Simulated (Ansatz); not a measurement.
## Response to strain in SnSe2

Take SnSe$_{2}$ in the CdI2 type structure (space group P-3m1, No. 164; layered, stacked along the Cartesian z axis) as the base.

```yaml
crystal:
  lattice:
    - [3.84028, 0.00000, 0.00000]
    - [-1.92014, 3.32578, 0.00000]
    - [0.00000, 0.00000, 6.00569]
  atoms:
    - { symbol: Sn, position: [0.00000, 0.00000, 0.00000] }
    - { symbol: Se, position: [0.33333, 0.66667, 0.26533] }
    - { symbol: Se, position: [0.66667, 0.33333, 0.73467] }
```

Cartesian axes are those of the cell as printed.

Strains are applied to the cell and any free atomic positions relax; under biaxial strain the out-of-plane vector relaxes too.

Calculations: PBE-D3(BJ) (Ansatz, an electronic-structure program), no spin-orbit coupling.

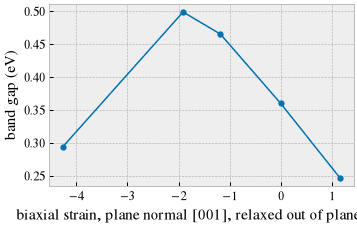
*Band gap against biaxial strain, plane normal [001], relaxed out of plane*

| biaxial strain, plane normal [001], relaxed out of plane (%) | band gap |
|---|---|
| -4.26 | 0.29 eV |
| -1.91 | 0.50 eV |
| -1.18 | 0.47 eV |
| 1.16 | 0.25 eV |

No phonon test of stability was made. The zero or small gap of SnSe2 under biaxial strain −4.26 %, plane normal [001], relaxed out of plane and SnSe2 under biaxial strain +1.16 %, plane normal [001], relaxed out of plane can change with the level of theory.
